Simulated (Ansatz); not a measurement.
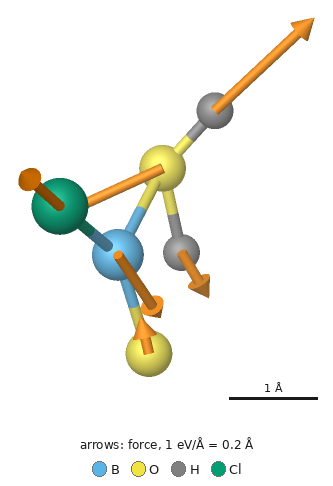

Starting geometry of BH₂O₂Cl with the computed forces as orange arrows. Style: ball-and-stick. Shown from a free direction.

These are results of Ansatz 0.2.0, RKS B3LYP-D4/STO-3G, not measurements.

Input file:
```yaml
crystal:
  periodic: [false, false, false]
  atoms:
    - {symbol: B, position_ang: [0.194382, 0.548249, -0.321944]}
    - {symbol: O, position_ang: [0.011568, -0.825547, 0.399733]}
    - {symbol: O, position_ang: [-0.833259, 0.454854, -1.139693]}
    - {symbol: H, position_ang: [-0.754541, -0.761423, -0.302524]}
    - {symbol: Cl, position_ang: [1.381538, 1.592118, 0.120340]}
    - {symbol: H, position_ang: [-0.079967, -0.875551, 1.298799]}
basis:
  gaussian: {orbitals: STO-3G}
hamiltonian: {xc: {name: B3LYP}, dispersion: d4}
saddle:
  f_tol: 0.02
  max_steps: 40
  mode_guess:
    - [-0.0806, 0.2706, -0.2647]
    - [-0.1982, -0.0603, -0.1236]
    - [0.0599, 0.3068, -0.1959]
    - [0.2528, -0.4281, 0.6205]
    - [0.0461, -0.0169, 0.0492]
    - [-0.0800, -0.0721, -0.0855]
```

Command:
```bash
ansatz run in.yaml --threads 2 --pin off --events-out ev --progress --plain --max-ram 4352MiB
```

Q: What follows when this structure is relaxed?

A: It isn't relaxed: the largest force vector, on H6, is 7.89 eV/Å. The final displacements follow the starting forces only in part (cosine between the two patterns 0.54). O2 moves most after the best rigid fit: 0.13 Å. By element the largest moves are O 0.13 Å, Cl 0.13 Å, H 0.12 Å, B 0.06 Å. Some distances before and after: B1–Cl5 1.642 → 1.788 Å, O2–H6 0.905 → 1.024 Å, O3–H4 1.479 → 1.546 Å, O2–H4 1.041 → 1.103 Å. Among the angles between lasting bonds that change: H4–O2–H6 126.8° → 107.8°, B1–O2–H6 121.3° → 111.8°, O2–B1–Cl5 121.3° → 116.4°. Over 10 geometry steps the energy falls by 23.7 kcal/mol. Largest force component: 7.7 eV/Å at the start, 0.0053 eV/Å at the end. Cost: 21 s on 2 threads of Intel Xeon 6975P-C (shared host).

Limits of the set-up: STO-3G is a minimal basis, so the numbers are rough.
